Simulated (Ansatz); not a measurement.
# Si3Ni: magnetic order and moments

This session on Si3Ni sets out to find which magnetic order is lowest.

Program: Ansatz 0.2.0. Level of theory: DFT PBE, scalar-relativistic, plane waves, PAW for the base; runs at other levels say so in their headings and inputs, unless a step's input says otherwise. These are calculated values, not measurements.

2 further runs of the same task are left out: 2 set aside as unsound or not needed.

## 1. The structure to begin with

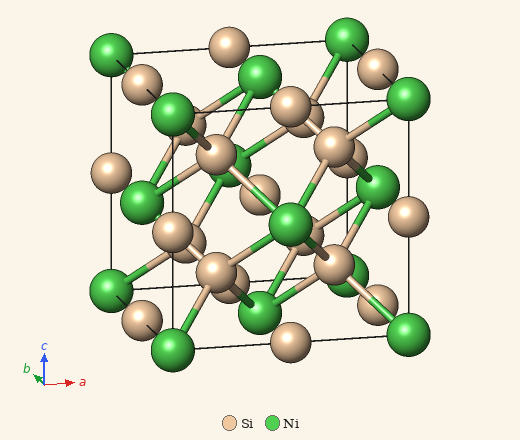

Start, viewed slightly off an axis; silicon light orange, nickel green. Atoms on the faces are drawn again on the opposite ones. The cell drawn here is the conventional one.

Coordinates:

```
Si Ni
1.0
     0.00000    2.98687    2.98687
     2.98687    0.00000    2.98687
     2.98687    2.98687    0.00000
Si Ni
3 1
Direct
  0.25000 0.25000 0.25000
  0.75000 0.75000 0.75000
  0.50000 0.50000 0.50000
  0.00000 0.00000 0.00000
```

This cell was relaxed beforehand with the same method: volume 13.32 Å³/atom, gap on the mesh none (metal).

The structure is invented: a known structure type filled with these elements, not a reported compound.

## 2. Magnetic start: large parallel starting moments

input.yaml

```yaml
crystal:
  lattice:
    - [0.0, 2.9868708657, 2.9868708657]
    - [2.9868708657, 0.0, 2.9868708657]
    - [2.9868708657, 2.9868708657, 0.0]
  atoms:
    - { symbol: Si, position: [0.25, 0.25, 0.25] }
    - { symbol: Si, position: [0.75, 0.75, 0.75] }
    - { symbol: Si, position: [0.5, 0.5, 0.5] }
    - { symbol: Ni, position: [0.0, 0.0, 0.0], spin: 2.5 }
basis:
  ecutwfc: 420
kpoints:
  mp_grid: { grid: [12, 12, 12] }
hamiltonian:
  xc: pbe
scf:
  occupations: { method: gaussian, width: 0.1 }
  lower_state_search: "off"
output:
  forces: true
  stress: true
  eigenvalues: true
  populations: true
magnetization:
  spin_polarized: true
```

Launch:

```
> ansatz run input.yaml --threads 1 --pin off --max-ram 2560MiB --backend cpu --events-out ev --progress --plain --runs-dir out
```

Output, cut to the lines that bear on the results:

```text
Warning: RAYON_NUM_THREADS=1 ignored (pool sized by the plan → 1); use --threads N
[...]
Pseudopotentials: kind: paw
Pseudopotential: Si, paw, valence charge 4, recommended cutoff 420 eV (normal), Si.paw.azcp
Pseudopotential: Ni, paw, valence charge 18, recommended cutoff 420 eV (normal), Ni.paw.azcp
Functional definition: PBE
[...]
Crystal: 4 atoms, lattice volume = 53.294 Å³
Basis set: ecut = 420 eV, 1037 PW (Γ), exchange–correlation on 60×60×60 points (8 copies of the dense FFT grid, shifted against one another)
Bands: 21, of which v1, the nominal top of the filled ones, is band 15 counted from 1 (14 counted from 0)
Symmetry: 48 space group operations
Space group: Fm-3m (ITA 225), of the structure as read, at distance tolerance 3.8e-5 Å
Magnetic group: BNS 225.116 (UNI 1618), of the structure as read, at distance tolerance 3.8e-5 Å
k-points: 72 of 1728
[...]
Starting moments: Σ|m| = 2.5 μB on 1 of 4 sites
[...]
SCF iter   1: F=—  HF=-7745.900928 eV  |F-HF|=—  |Δ(HF+E_count)|=         —  Δρ=1.82e-1 (↑6.34e-2 ↓1.82e-1)  dr2=7.24e0  dr2_m=7.21e0  M=0.455 μB ∫|m|=0.585 μB  β_m=0.30  ethr=3.10e-3  ⟨swp⟩=5.7  Hψ=13960  notcnv=0
[...]
spin=Collinear: Kerker preconditioning applied to the charge; magnetization (m = ρ↑ − ρ↓) channel mixes plain (no charge-response kernel on spin).
[...]
spin-set hold released at iteration 10 (site moments contracting): the magnetisation degrees of freedom join the quasi-Newton model from the next iteration; the mixer history was flushed
[...]
SCF iter  20: F=-7745.981911 eV  HF=-7745.981911 eV  |F-HF|=2.73e-12  |Δ(HF+E_count)|=  1.41e-10  Δρ=9.75e-8 (↑9.75e-8 ↓8.19e-8)  dr2=4.27e-12  dr2_m=3.09e-12  M=0.000 μB ∫|m|=0.000 μB  ethr=5.28e-11  ⟨swp⟩=2.0  Hψ=7819  notcnv=0
WARN: the starting moments were not kept: the SCF closed with an absolute magnetisation of 2.5e-6 μB, where they sum to 2.5 μB in size (1 site). That is at most 0.1 of that sum. Measured as dr2_m measures the in/out step, that magnetisation stands 1.1e-12 eV from none, at or under the [...]
SCF converged after 20 iterations
Magnetization: 0.0000 μB (15.0000 up, 15.0000 down)
Absolute magnetization: 0.0000 μB (∫|ρ↑−ρ↓|, with the PAW one-centre terms)
Spin contamination: 0.0000 ħ² per cell (⟨S²⟩ above its minimum at these occupations)
Per-site moments (μB) at R_I (Å): [(1.6985395009789997e-7, 1.067016244601925), (1.6985395009788933e-7, 1.067016244601925), (2.010776477046982e-7, 1.067016244601925), (-1.72656667999886e-7, 1.067016244601925)]
Free energy (F): -7745.981911 eV
[...]
E sigma→0 (E₀):  -7745.974519 eV
Entropy (-TS):   -0.014783 eV (-3.696 meV/atom)
Fermi energy:    12.640816 eV
[...]
--- Forces (eV/Å), atoms counted from 1 ---
  atom   1  Si     0.00000000     0.00000000    -0.00000000
  atom   2  Si    -0.00000000    -0.00000000    -0.00000000
  atom   3  Si     0.00000000    -0.00000000     0.00000000
  atom   4  Ni    -0.00000000     0.00000000    -0.00000000
[...]
--- Stress (GPa, compression-positive) ---
        0.001193       0.000000       0.000000
        0.000000       0.001193      -0.000000
       -0.000000       0.000000       0.001193
  P = ⅓ Tr σ = 0.0012 GPa (0.012 kbar)
--- Band table (eV; the first three rows and the last of 144) ---
[... band rows left out ...]
[...]
--- Löwdin populations: 4 sites ---
  site symbol       q [e]    m [muB]
     0     Si      4.0319     0.0000
     1     Si      4.0319     0.0000
     2     Si      4.0018     0.0000
     3     Ni     17.4592    -0.0000
  spilling = 0.015838 (of n_electrons = 30.000000)
```

It took 19 s on 1 thread of Arm Neoverse V1, shared host; peak memory 0.41 GiB.

Read-out: -1936.4936 eV/atom at zero smearing, pressure 0.00 GPa and no gap on the mesh. The moments have vanished. The log warns that the starting moments were lost.

## 3. Magnetic start: antiferromagnetic, doubled cell, propagation vector (0, 0, 1/2)

input.yaml

```yaml
crystal:
  lattice:
    - [0.0, 2.9868708657, 2.9868708657]
    - [2.9868708657, 0.0, 2.9868708657]
    - [5.9737417313, 5.9737417313, 0.0]
  atoms:
    - { symbol: Si, position: [0.25, 0.25, 0.125] }
    - { symbol: Si, position: [0.75, 0.75, 0.375] }
    - { symbol: Si, position: [0.5, 0.5, 0.25] }
    - { symbol: Ni, position: [0.0, 1.0, 1.0], spin: 1.0 }
    - { symbol: Si, position: [0.25, 0.25, 0.625] }
    - { symbol: Si, position: [0.75, 0.75, 0.875] }
    - { symbol: Si, position: [0.5, 0.5, 0.75] }
    - { symbol: Ni, position: [0.0, 1.0, 0.5], spin: -1.0 }
basis:
  ecutwfc: 420
kpoints:
  mp_grid: { grid: [12, 12, 6] }
hamiltonian:
  xc: pbe
scf:
  occupations: { method: gaussian, width: 0.1 }
  lower_state_search: "off"
output:
  forces: true
  stress: true
  eigenvalues: true
  populations: true
  write_density: true
  write_potential: true
  elf: true
  volumetric_format: npy
magnetization:
  spin_polarized: true
```

Launch:

```
> ansatz run input.yaml --threads 1 --pin off --max-ram 2560MiB --backend cpu --events-out ev --progress --plain --runs-dir out
```

Output, cut to the lines that bear on the results:

```text
Warning: RAYON_NUM_THREADS=1 ignored (pool sized by the plan → 1); use --threads N
[...]
Pseudopotentials: kind: paw
Pseudopotential: Si, paw, valence charge 4, recommended cutoff 420 eV (normal), Si.paw.azcp
Pseudopotential: Ni, paw, valence charge 18, recommended cutoff 420 eV (normal), Ni.paw.azcp
Functional definition: PBE
[...]
Crystal: 8 atoms, lattice volume = 106.588 Å³
Basis set: ecut = 420 eV, 2093 PW (Γ), exchange–correlation on 60×60×120 points (8 copies of the dense FFT grid, shifted against one another)
Bands: 39, of which v1, the nominal top of the filled ones, is band 30 counted from 1 (29 counted from 0)
Symmetry: 12 space group operations
Space group: R-3m (ITA 166), of the structure as read, at distance tolerance 4.7e-5 Å
Magnetic group: BNS 166.102 (UNI 1332), of the structure as read, at distance tolerance 4.7e-5 Å
k-points: 98 of 864
[...]
Starting moments: Σ|m| = 2 μB on 2 of 8 sites
Starting magnetic order: antiferromagnet; a translation exchanges its spin sublattices: spin-degenerate at every k-point
[...]
WARN: the starting moments were not kept: the SCF closed with an absolute magnetisation of 1.0e-5 μB, where they sum to 2 μB in size (2 sites). That is at most 0.1 of that sum. Measured as dr2_m measures the in/out step, that magnetisation stands 1.1e-11 eV from none, at or under the [...]
Fermi energy:    12.640818 eV
[...]
--- Forces (eV/Å), atoms counted from 1 ---
  atom   1  Si     0.00000017     0.00000017    -0.00000017
  atom   2  Si    -0.00000017    -0.00000017     0.00000017
  atom   3  Si    -0.00000000    -0.00000000     0.00000000
  atom   4  Ni     0.00000000     0.00000000     0.00000000
  atom   5  Si     0.00000017     0.00000017    -0.00000017
  atom   6  Si    -0.00000017    -0.00000017     0.00000017
  atom   7  Si     0.00000000     0.00000000    -0.00000000
  atom   8  Ni    -0.00000000     0.00000000     0.00000000
[...]
--- Stress (GPa, compression-positive) ---
        0.001149      -0.000002       0.000002
       -0.000002       0.001149       0.000002
        0.000002       0.000002       0.001149
  P = ⅓ Tr σ = 0.0011 GPa (0.011 kbar)
--- Band table (eV; the first three rows and the last of 196) ---
[...]
--- Löwdin populations: 8 sites ---
  site symbol       q [e]    m [muB]
     0     Si      4.0319    -0.0000
     1     Si      4.0319     0.0000
     2     Si      4.0018     0.0000
     3     Ni     17.4592     0.0000
     4     Si      4.0319     0.0000
     5     Si      4.0319    -0.0000
     6     Si      4.0018     0.0000
     7     Ni     17.4592    -0.0000
  spilling = 0.015838 (of n_electrons = 60.000000)
```

It took 64 s on 1 thread of Arm Neoverse V1, shared host; peak memory 0.71 GiB.

Per atom:

```csv
atom,Löwdin electrons
Si1,4.03
Si2,4.03
Si3,4.00
Ni4,17.46
Si5,4.03
Si6,4.03
Si7,4.00
Ni8,17.46
```

The Löwdin counts miss 0.95 of the 60 electrons, which the atomic orbitals do not span, so they are no charges.

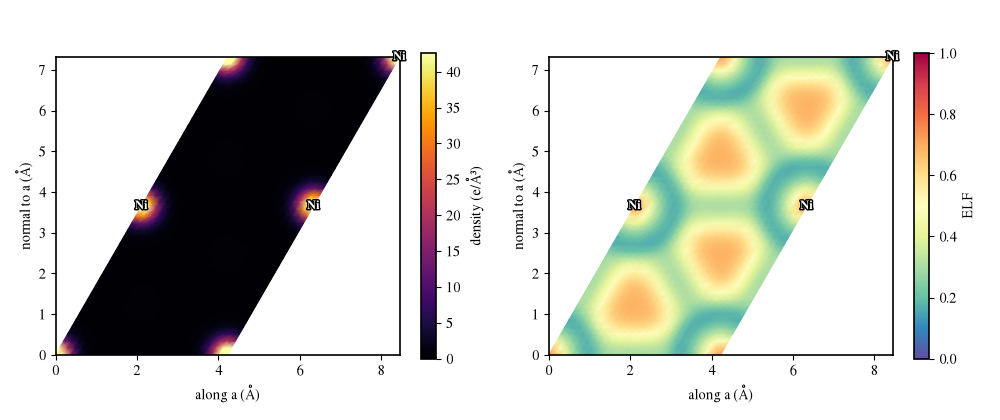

Density (left) and ELF (right) in a lattice plane of the grid's cell (edges 4.22 and 8.45 Å, at 0.000 of the third edge), which holds Ni. Only atoms in the plane are labelled; the density scale stops at 42.59 e/Å³. Both are smooth fields of the valence electrons: close to the nuclei they are not physical.

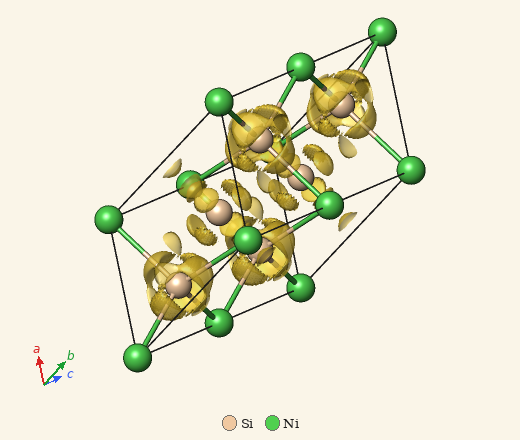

Surface of ELF = 0.67, drawn in one cell.

The highest ELF values outside the cores: 0.73 on the Si–Ni line, 0.9 Å from Si; 0.73 in the shell around Si, 0.8 Å from Si; 0.70 on the Si–Si line, 0.9 Å from Si.

Result: -1936.4936 eV/atom at zero smearing, pressure 0.00 GPa and no gap on the mesh. The moments have vanished. The log warns that the starting moments were lost.

## 4. The magnetic starts in order of energy

All runs keep the base geometry. A propagation vector, in units of the reciprocal vectors, doubles the cell. Energies are extrapolated to zero smearing. Site moments are spin moments in atom-centred spheres that scale with the neighbour distance.

```csv
start,ends,energy above the lowest (meV/atom),site moments (μB),gap on the mesh (eV),pressure (GPa),CPU time
no spin,non-magnetic (imposed),0.00,none,metal,0.0,18 s
large parallel starting moments,non-magnetic,0.00,none over 0.05,metal,0.0,19 s
"antiferromagnetic, doubled cell, propagation vector (0, 0, 1/2)",non-magnetic,0.00,none over 0.05,metal,0.0,64 s
```

## 5. Start: no spin polarisation, with r2SCAN

input.yaml

```yaml
crystal:
  lattice:
    - [0.0, 2.9868708657, 2.9868708657]
    - [2.9868708657, 0.0, 2.9868708657]
    - [2.9868708657, 2.9868708657, 0.0]
  atoms:
    - { symbol: Si, position: [0.25, 0.25, 0.25] }
    - { symbol: Si, position: [0.75, 0.75, 0.75] }
    - { symbol: Si, position: [0.5, 0.5, 0.5] }
    - { symbol: Ni, position: [0.0, 0.0, 0.0] }
basis:
  ecutwfc: 500
kpoints:
  mp_grid: { grid: [12, 12, 12] }
hamiltonian:
  xc: r2scan
scf:
  occupations: { method: gaussian, width: 0.1 }
  lower_state_search: "off"
output:
  forces: true
  stress: true
  eigenvalues: true
```

Launch:

```
> ansatz run input.yaml --threads 1 --pin off --max-ram 2560MiB --backend cpu --events-out ev --progress --plain --runs-dir out
```

Output, cut to the lines that bear on the results:

```text
Warning: RAYON_NUM_THREADS=1 ignored (pool sized by the plan → 1); use --threads N
[...]
Pseudopotentials: kind: paw
Pseudopotential: Si, paw, valence charge 4, recommended cutoff 500 eV (meta_gga), Si.paw.azcp
Pseudopotential: Ni, paw, valence charge 18, recommended cutoff 500 eV (meta_gga), Ni.paw.azcp
Functional definition: r2SCAN
[...]
Crystal: 4 atoms, lattice volume = 53.294 Å³
Basis set: ecut = 500 eV, 1363 PW (Γ), exchange–correlation on 128×128×128 points (64 copies of the dense FFT grid, shifted against one another)
Bands: 19, of which v1, the nominal top of the filled ones, is band 15 counted from 1 (14 counted from 0)
Symmetry: 48 space group operations
Space group: Fm-3m (ITA 225), of the structure as read, at distance tolerance 3.8e-5 Å
k-points: 72 of 1728
[...]
SCF converged after 9 iterations
Free energy (F): -7760.636930 eV
[...]
E sigma→0 (E₀):  -7760.629813 eV
Entropy (-TS):   -0.014235 eV (-3.559 meV/atom)
Fermi energy:    12.637330 eV
[...]
--- Forces (eV/Å), atoms counted from 1 ---
  atom   1  Si     0.00000000    -0.00000000     0.00000000
  atom   2  Si     0.00000000    -0.00000000     0.00000000
  atom   3  Si     0.00000000     0.00000000     0.00000000
  atom   4  Ni    -0.00000000     0.00000000    -0.00000000
[...]
--- Stress (GPa, compression-positive) ---
       -4.714691       0.000000      -0.000000
       -0.000000      -4.714691      -0.000000
        0.000000      -0.000000      -4.714691
  P = ⅓ Tr σ = -4.7147 GPa (-47.147 kbar)
--- Band table (eV; the first three rows and the last of 72) ---
  k-point 0: bands = ["-94.3963", "-53.3353", "-53.3353", "-53.3353", "-2.2892", "8.0795", "8.0795", "8.0795", "9.6921", "10.0238", "10.0238", "10.3227", "10.3227", "10.3227", "12.2158", "12.9852", "12.9852", "12.9852", "14.6001"]
[...]
```

Run time: 16 s. Hardware: 1 thread of Arm Neoverse V1, shared host; peak memory 0.51 GiB.

This run gives -1940.1575 eV/atom at zero smearing, pressure -4.71 GPa and no gap on the mesh.

## 6. Start: large parallel starting moments, with r2SCAN

input.yaml: that of step 5 with these lines changed.

```diff
@@ -9,3 +9,3 @@
     - { symbol: Si, position: [0.5, 0.5, 0.5] }
-    - { symbol: Ni, position: [0.0, 0.0, 0.0] }
+    - { symbol: Ni, position: [0.0, 0.0, 0.0], spin: 2.5 }
 basis:
@@ -23 +23,4 @@
   eigenvalues: true
+  populations: true
+magnetization:
+  spin_polarized: true
```

Launch:

```
> ansatz run input.yaml --threads 1 --pin off --max-ram 2560MiB --backend cpu --events-out ev --progress --plain --runs-dir out
```

Output, cut to the lines that bear on the results:

```text
Warning: RAYON_NUM_THREADS=1 ignored (pool sized by the plan → 1); use --threads N
[...]
Pseudopotentials: kind: paw
Pseudopotential: Si, paw, valence charge 4, recommended cutoff 500 eV (meta_gga), Si.paw.azcp
Pseudopotential: Ni, paw, valence charge 18, recommended cutoff 500 eV (meta_gga), Ni.paw.azcp
Functional definition: r2SCAN
[...]
Crystal: 4 atoms, lattice volume = 53.294 Å³
Basis set: ecut = 500 eV, 1363 PW (Γ), exchange–correlation on 128×128×128 points (64 copies of the dense FFT grid, shifted against one another)
Bands: 21, of which v1, the nominal top of the filled ones, is band 15 counted from 1 (14 counted from 0)
Symmetry: 48 space group operations
Space group: Fm-3m (ITA 225), of the structure as read, at distance tolerance 3.8e-5 Å
Magnetic group: BNS 225.116 (UNI 1618), of the structure as read, at distance tolerance 3.8e-5 Å
k-points: 72 of 1728
[...]
Starting moments: Σ|m| = 2.5 μB on 1 of 4 sites
[...]
WARN: the starting moments were not kept: the SCF closed with an absolute magnetisation of 1.2e-5 μB, where they sum to 2.5 μB in size (1 site). That is at most 0.1 of that sum. Measured as dr2_m measures the in/out step, that magnetisation stands 4.0e-11 eV from none, at or under the [...]
Per-site moments (μB) at R_I (Å): [(1.257777958894889e-6, 1.067016244601925), (1.2577779588133305e-6, 1.067016244601925), (1.9923136706920545e-6, 1.067016244601925), (2.7098917541759745e-6, 1.067016244601925)]
Free energy (F): -7760.636930 eV
[...]
E sigma→0 (E₀):  -7760.629813 eV
Entropy (-TS):   -0.014235 eV (-3.559 meV/atom)
Fermi energy:    12.637360 eV
[...]
--- Forces (eV/Å), atoms counted from 1 ---
  atom   1  Si     0.00000000    -0.00000000    -0.00000000
  atom   2  Si    -0.00000000     0.00000000    -0.00000000
  atom   3  Si     0.00000000    -0.00000000     0.00000000
  atom   4  Ni    -0.00000000     0.00000000     0.00000000
[...]
--- Stress (GPa, compression-positive) ---
       -4.715324      -0.000000       0.000000
        0.000000      -4.715324       0.000000
       -0.000000       0.000000      -4.715324
  P = ⅓ Tr σ = -4.7153 GPa (-47.153 kbar)
--- Band table (eV; the first three rows and the last of 144) ---
[... band rows left out ...]
[...]
--- Löwdin populations: 4 sites ---
  site symbol       q [e]    m [muB]
     0     Si      4.0253     0.0000
     1     Si      4.0253     0.0000
     2     Si      3.9964     0.0000
     3     Ni     17.4560     0.0000
  spilling = 0.016567 (of n_electrons = 30.000000)
```

It took 80 s on 1 thread of Arm Neoverse V1, shared host; peak memory 0.58 GiB.

Result: -1940.1575 eV/atom at zero smearing, pressure -4.72 GPa and no gap on the mesh. The moments have vanished. The log warns that the starting moments were lost; that the state wasn't tested for a lower one.

## 7. The magnetic starts in order of energy with r2SCAN

All runs keep the base geometry. Energies are extrapolated to zero smearing. The moments by site are integrated in spheres around the atoms, sized by the neighbour distance.

```csv
start,ends,energy above the lowest (meV/atom),site moments (μB),gap on the mesh (eV),pressure (GPa),CPU time
no spin,non-magnetic (imposed),0.00,none,metal,-4.7,16 s
large parallel starting moments,non-magnetic,0.00,none over 0.05,metal,-4.7,80 s
```

## 8. What came out

| quantity | value |
| --- | --- |
| magnetic state | non-magnetic from all starts in the table |
| magnetic state with r2SCAN | non-magnetic from all starts in the table |

All starts in the table end without moments: as far as tried, the cell is non-magnetic at this level. No start in the table with r2SCAN keeps a moment. A spin-polarised run here lost its starting moments, which speaks against magnetism, though one start doesn't rule it out.
